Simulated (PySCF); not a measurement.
BH$_{12}$N$_{3}$OSi$_{3}$ (SMILES OB(N[SiH3])N[SiH2]N[SiH3])

Input

```
{"job": {"kind": "nmr", "xc": "PBE0", "basis": "pcSseg-1"}, "charge": 0, "multiplicity": 1}
O     -1.719400    -0.977910    -2.017218
B     -1.148341    -0.512606    -0.860853
N     -0.151593    -1.249968    -0.128728
Si     0.541917    -2.803394    -0.460371
N     -1.581650     0.781304    -0.406982
Si    -1.202471     1.629565     1.052023
N      0.486663     1.371721     1.422710
Si     1.852635     1.671232     0.370957
H     -1.380873    -1.836548    -2.287663
H      0.222614    -0.738936     0.670817
H      0.312582    -3.785083     0.644390
H     -0.117457    -3.329218    -1.698861
H      2.015263    -2.734146    -0.705554
H     -2.248916     1.225340    -1.030701
H     -1.576413     3.058453     0.812962
H     -1.925848     1.157906     2.274377
H      0.694346     1.263083     2.412380
H      1.310918     1.975674    -0.982502
H      2.750082     0.475815     0.300965
H      2.679829     2.824025     0.847499
```

Run with:

```sh
OMP_NUM_THREADS=1 python cluster_run.py task.json out
```

Geometry: PBE0-D3(BJ)/def2-SVP.

All numbers below come from PySCF 2.14.0, PBE0/pcSseg-1, SCF density, gas phase, non-relativistic.

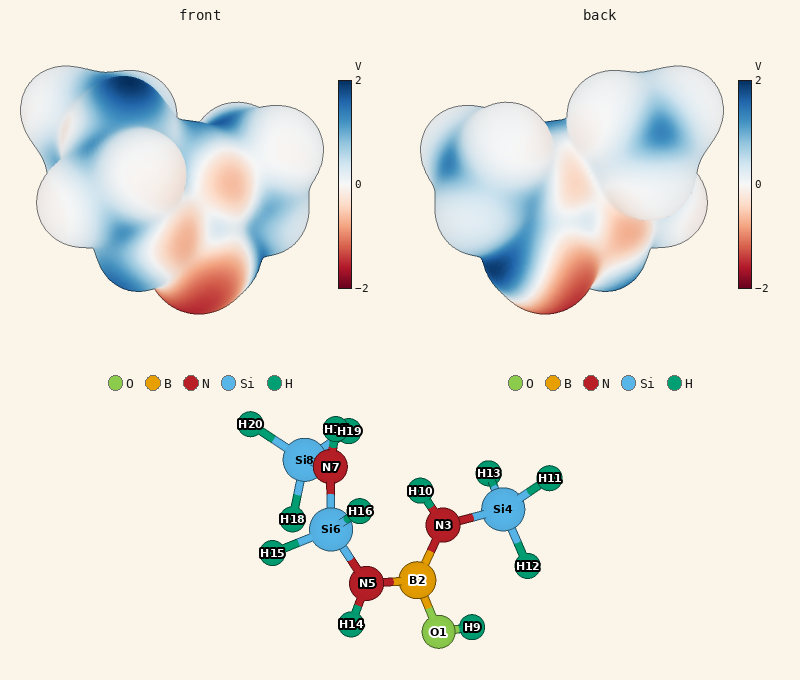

Figure 1. The molecular electrostatic potential painted on the density surface at 0.002 e/bohr³, seen from the front and from behind; red is negative and blue positive. The bare structure is drawn below in the same view.

Which sites attract a positive test charge, and which a negative one?

Answer. A positive charge is drawn to the negative regions and a negative charge to the positive ones. The most negative region (about −1.5 V) lies over O1, the most positive (about +1.9 V) over H9 and H17. O1 is the likeliest acceptor of a hydrogen bond.

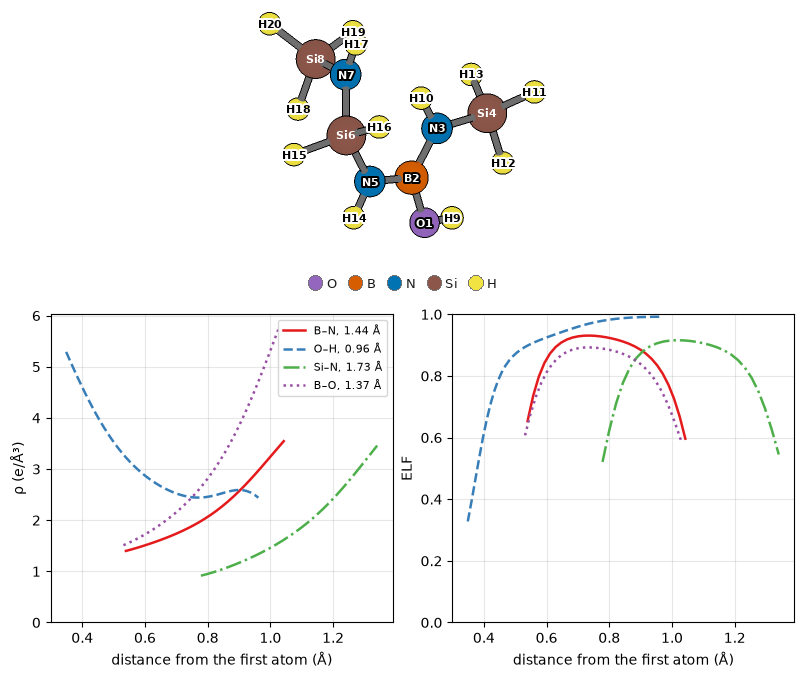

Figure 2. Total electron density and ELF along straight lines between neighbouring atoms. The curves leave out the atomic cores. The structure is drawn too.

What can be read from the curves?

Answer. B–N (1.44 Å): the density is about 1.8 e/Å³ at the midpoint; the ELF peaks at about 0.95 between the atoms (a shared but strongly polarised pair).
O–H (0.96 Å): the density is about 3.7 e/Å³ at the midpoint; the ELF climbs to about 1 towards the hydrogen, as it does in any bond to H (a covalent bond by its length).
Si–N (1.73 Å): ρ at the midpoint is about 1.1 e/Å³; the ELF peaks at about 0.90 between the atoms (a shared but strongly polarised pair).
B–O (1.37 Å): ρ is about 2.1 e/Å³ halfway; the ELF peaks at about 0.90 between the atoms (a short, strongly polar bond).
